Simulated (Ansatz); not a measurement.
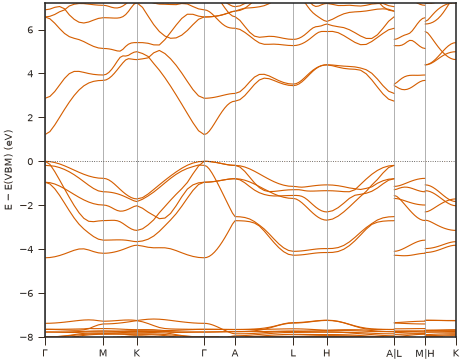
Fig. 1. Band structure from r²SCAN (plane waves, PAW; program Ansatz)

### Question
Read off the gap and where the band edges lie.

### Answer
About 1.2 eV (1.22 eV by a search for the band edges); maximum at Γ, minimum at Γ.

The material is Cd$_{2}$SeS in space group P3m1 (No. 156; Cd on 1a, Cd on 1b, Se on 1b, S on 1a).

The first step of the workflow began from a Materials Project structure, measured or hypothetical; the Crystallography Open Database copy checked does not list it. Its standing as an ambient phase is unchecked. The r²SCAN relaxation kept the symmetry of its start; its stability against distortions is not shown here. Scalar-relativistic: spin–orbit coupling is off unless named, which matters more the heavier the elements.

Potentials: the later of the program's two PAW sets.
